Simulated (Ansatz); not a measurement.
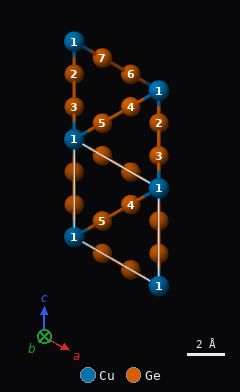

Starting structure of solid CuGe₆ (a generated structure, set up in Im-3m) (coarse preliminary run). Style: ball-and-stick. Shown: the cell of the calculation, repeated 1 × 1 × 2 with one cell outlined, along the b axis.

Theory: DFT PBE, scalar-relativistic, plane waves, PAW in Ansatz.

The input:
```yaml
crystal:
  lattice:
    - [-3.28037107, 3.28037107, 3.28037107]
    - [3.28037107, -3.28037107, 3.28037107]
    - [3.28037107, 3.28037107, -3.28037107]
  atoms:
    - { symbol: Cu, position: [0.0, 0.0, 0.0] }
    - { symbol: Ge, position: [0.0, 0.66741871, 0.66741871] }
    - { symbol: Ge, position: [0.0, 0.33258129, 0.33258129] }
    - { symbol: Ge, position: [0.66741871, 0.0, 0.66741871] }
    - { symbol: Ge, position: [0.33258129, 0.0, 0.33258129] }
    - { symbol: Ge, position: [0.66741871, 0.66741871, 0.0] }
    - { symbol: Ge, position: [0.33258129, 0.33258129, 0.0] }
basis:
  ecutwfc: 420
kpoints:
  mp_grid: { grid: [4, 4, 4] }
hamiltonian:
  xc: pbe
scf:
  occupations: { method: gaussian, width: 0.1 }
  lower_state_search: "off"
output:
  forces: true
  stress: true
  eigenvalues: true
relax:
  adjacent_minimum: "off"
  f_tol: 0.04
  max_steps: 70
  cell: { stress_tol: 0.4 }
```

Launched with:
```bash
ansatz run input.yaml --threads 1 --pin off --max-ram 2048MiB --backend cpu --events-out ev --progress --plain --runs-dir out
```

Where does the relaxation end?

The largest moves relative to the cell, 0.008 Å, are those of Ge2, Ge3, Ge4, Ge5, Ge6 and Ge7. Ge4 goes along [−1 0 −1]. Cu stays in place. The drawn cell changes as follows: a = b = c 5.682 → 6.138 Å (+8.0 %); the volume changes by +26.0 %. Some distances before and after: Cu1–Ge2 2.182 → 2.365 Å, Ge2–Ge3 2.197 → 2.357 Å. The space group stays Im-3m (No. 229). Over 4 accepted moves (6 points after the start) the energy falls by 253 meV per atom. Largest force component: 0.14 eV/Å at the start, 0.003 eV/Å at the end. Pressure: 18.79 GPa at the start and 0.06 GPa at the end. The SCF was repeated twice at an unchanged geometry on a basis and grid sized afresh for the cell, which shifted the energy by 4.5 meV per atom at most.

Step by step:

```csv
step,"E − E(0), meV/atom","largest force component, eV/Å","pressure, GPa","volume, Å³/atom",note
0,0.00,0.1365,18.79,20.171,
1,-217.53,0.1491,5.23,23.267,
2,-246.09,0.0732,1.20,24.729,
3,-247.98,0.0298,0.10,25.204,
4,-252.46,0.0287,0.49,25.204,"same geometry, new basis"
5,-252.82,0.0030,0.07,25.425,
6,-252.84,0.0030,0.06,25.425,"same geometry, new basis"
```

The structure at the end:

```
CELL_PARAMETERS angstrom
-3.54349 3.54349 3.54349
3.54349 -3.54349 3.54349
3.54349 3.54349 -3.54349
ATOMIC_POSITIONS crystal
Cu 0.00000 0.00000 0.00000
Ge 0.00000 0.66629 0.66629
Ge 0.00000 0.33371 0.33371
Ge 0.66629 0.00000 0.66629
Ge 0.33371 0.00000 0.33371
Ge 0.66629 0.66629 0.00000
Ge 0.33371 0.33371 0.00000
```

The end point in the same view:

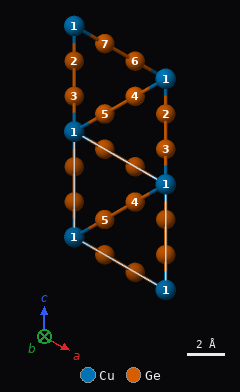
